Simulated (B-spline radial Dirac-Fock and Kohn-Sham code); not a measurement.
Ruthenium (Z = 44). Computed with a B-spline radial atomic code: a Dirac–Hartree–Slater potential of the neutral atom, no hole, surface-current nucleus.

Predict the main features of the following plot. Total internal conversion coefficients against transition energy, at the marked points and joined by straight lines (also across edges). The total sums all shells and leaves out internal pair formation.

E2 goes from 4710 at 12.7 keV to 2.17 × 10⁻⁴ at 2000 keV; M1 goes from 17.3 at 12.7 keV to 2.29 × 10⁻⁴ at 2000 keV.

Here it is:

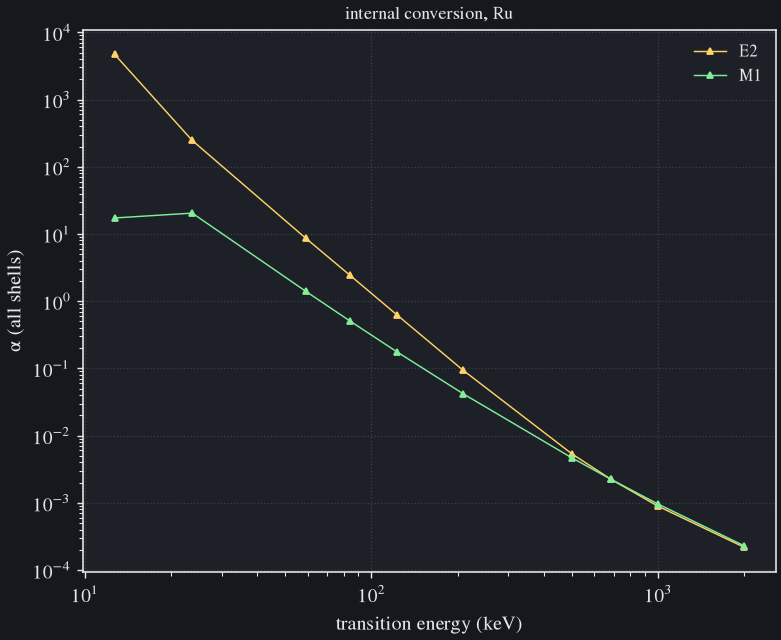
